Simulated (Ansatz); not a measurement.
# PO (Phosphorus monoxide) at UCCSD(T)/cc-pVTZ

What is the electronic atomisation energy of PO (Phosphorus monoxide) at UCCSD(T)/cc-pVTZ? 

The results are computed with Ansatz 0.2.0.

35 further runs of the same task are left out: 35 set aside as unsound or not needed.

### Step 1. The system as given

The species is PO (2 atoms), meant as a doublet with charge 0. SMILES: `O=[P]`. The shape is that of a PBE0-D4/def2-TZVP optimisation.

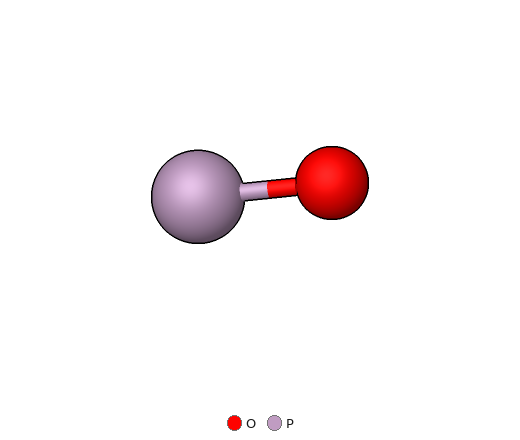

Viewed from a chosen angle; oxygen red, phosphorus pink.

### Step 2. A single-point energy at UCCSD(T)/cc-pVTZ

in.yaml reads:

```yaml
crystal:
  periodic: [false, false, false]
  atoms:
    - {symbol: O, position_ang: [0.000000, -0.000000, -0.009450]}
    - {symbol: P, position_ang: [-0.000000, 0.000000, 1.464540]}
basis:
  gaussian:
    orbitals: cc-pVTZ
magnetization:
  spin_polarized: true
  initial_magnetization: 1
correlation:
  method: ccsd_t
  frozen_orbitals: {O: 1, P: 5}
accuracy: high
scf:
  omitted_lower_state_checks: [cluster_reference, increment]
```

Command:

```
ansatz run in.yaml --threads 1 --pin off --max-ram 3480MiB --events-out events.jsonl --progress --plain --runs-dir runs
```

Standard output:

```text
Warning: RAYON_NUM_THREADS=1 ignored (pool sized by the plan → 1); use --threads N
Functional definition: HF
  name "HF"
  exchange = exact_x
  correlation = 0
these checks for a lower state are left out or cut short: cluster_reference, increment
886 factors; integrals over basis functions are off by at most 4.0e-9 eV
mean field evaluation 1: about -11306.6966 eV, gradient 2.7e1 eV
mean field evaluation 2: about -11306.7039 eV, gradient 2.7e1 eV
mean field evaluation 4: about -11309.5357 eV, gradient 2.0e0 eV
mean field evaluation 8: about -11309.5829 eV, gradient 7.7e-3 eV
mean field evaluation 16: about -11308.7468 eV, gradient 8.1e0 eV
mean field evaluation 32: about -11309.2327 eV, gradient 2.7e0 eV
mean field -11309.58295099 eV, -415.6195075382 hartree, gradient 2.2e-8 eV, S^2 0.770999; 4 other end points of the search recorded, 0 dependent functions left out
6 core orbitals not correlated: weight in the atoms' cores, before any rotation towards them, 1.000 or more for the frozen orbitals, at most 0.000 for the correlated occupied ones
reference -11309.58295099 eV, -415.6195075382 hartree; 6, 5 occupied and 52, 53 virtual orbitals, 886 factors
second order -9.66762860 eV of doubles, -0.00000000 eV of singles
cycle   1  -9.39209267 eV  change    2.8e-1 eV  update   1.1e-1
cycle   2  -9.76656159 eV  change   -3.7e-1 eV  update   4.3e-2
cycle   3  -9.89117387 eV  change   -1.2e-1 eV  update   2.3e-2
cycle   4  -9.87972590 eV  change    1.1e-2 eV  update   6.3e-3
cycle   5  -9.88068544 eV  change   -9.6e-4 eV  update   3.0e-3
cycle   6  -9.88059413 eV  change    9.1e-5 eV  update   9.8e-4
cycle   7  -9.88047331 eV  change    1.2e-4 eV  update   3.6e-4
cycle   8  -9.88062537 eV  change   -1.5e-4 eV  update   1.8e-4
cycle   9  -9.88059296 eV  change    3.2e-5 eV  update   8.0e-5
cycle  10  -9.88057871 eV  change    1.4e-5 eV  update   3.6e-5
cycle  11  -9.88060173 eV  change   -2.3e-5 eV  update   1.3e-5
cycle  12  -9.88059830 eV  change    3.4e-6 eV  update   5.5e-6
cycle  13  -9.88060375 eV  change   -5.5e-6 eV  update   3.2e-6
cycle  14  -9.88060370 eV  change    5.3e-8 eV  update   1.5e-6
cycle  15  -9.88060203 eV  change    1.7e-6 eV  update   5.1e-7
cycle  16  -9.88060247 eV  change   -4.4e-7 eV  update   1.8e-7
cycle  17  -9.88060245 eV  change    1.8e-8 eV  update   7.9e-8
cycle  18  -9.88060259 eV  change   -1.4e-7 eV  update   4.4e-8
cycle  19  -9.88060157 eV  change    1.0e-6 eV  update   1.7e-7
cycle  20  -9.88060169 eV  change   -1.1e-7 eV  update   7.8e-8
cycle  21  -9.88060160 eV  change    8.6e-8 eV  update   2.4e-8
cycle  22  -9.88060160 eV  change    4.3e-9 eV  update   1.1e-8
cycle  23  -9.88060160 eV  change   -5.8e-9 eV  update   5.0e-9
cycle  24  -9.88060160 eV  change   8.7e-10 eV  update   2.1e-9
cycle  25  -9.88060160 eV  change  -8.3e-10 eV  update  8.4e-10
perturbative correction -0.50418363 eV, -0.0185284066 hartree
Total energy: -11319.96773622 eV, -416.0011413564 hartree
Checks for a lower state left out: cluster_reference, increment
```

Run time: 3.6 s. Hardware: 1 thread of Arm Neoverse V2, shared host; peak memory 0.28 GiB.

### Step 3. The O atom

input.yaml reads:

```yaml
crystal:
  periodic: [false, false, false]
  atoms:
    - {symbol: O, position_ang: [0.000000, 0.000000, 0.000000]}
basis:
  gaussian:
    orbitals: cc-pVTZ
magnetization:
  spin_polarized: true
  initial_magnetization: 2
correlation:
  method: ccsd_t
  frozen_orbitals: {O: 1}
accuracy: high
scf:
  omitted_lower_state_checks: [cluster_reference, increment]
```

Run the same way, it converges to -74.97396 Eh (log not shown).

### Step 4. The P atom

run.yaml reads:

```yaml
crystal:
  periodic: [false, false, false]
  atoms:
    - {symbol: P, position_ang: [0.000000, 0.000000, 0.000000]}
basis:
  gaussian:
    orbitals: cc-pVTZ
correlation:
  method: ccsd_t
  frozen_orbitals: {P: 5}
accuracy: high
scf:
  omitted_lower_state_checks: [cluster_reference, increment]
magnetization:
  spin_polarized: true
  initial_magnetization: 3
```

Run the same way, it converges to -340.82102 Eh (log not shown).

### Step 5. Outcome

At UCCSD(T)/cc-pVTZ, 6 core orbitals frozen:

| quantity | value |
| --- | --- |
| molecule: total energy | -416.00114 Eh |
| molecule: correlation energy (6 core orbitals frozen) | -381.6 mEh |
| molecule: (T) correction | -18.53 mEh |
| molecule: ⟨S²⟩ of the reference determinant | 0.771 |
| molecule: T1 diagnostic | 0.025 |
| O atom: total energy | -74.97396 Eh |
| O atom: correlation energy (1 core orbital frozen) | -162.2 mEh |
| O atom: (T) correction | -2.91 mEh |
| O atom: ⟨S²⟩ of the reference determinant | 2.007 |
| O atom: T1 diagnostic | 0.005 |
| P atom: total energy | -340.82102 Eh |
| P atom: correlation energy (5 core orbitals frozen) | -104.7 mEh |
| P atom: (T) correction | -3.78 mEh |
| P atom: ⟨S²⟩ of the reference determinant | 3.750 |
| P atom: T1 diagnostic | 0.005 |
| electronic atomisation energy | 5.610 eV |

In words: Taking the molecule apart into free atoms costs 5.61 eV (129 kcal/mol), before zero-point energy and without spin-orbit coupling. The triples (molecule) make up 4.9 % of the correlation energy. The triples (O atom) make up 1.8 % of the correlation energy. The triples (P atom) make up 3.6 % of the correlation energy.
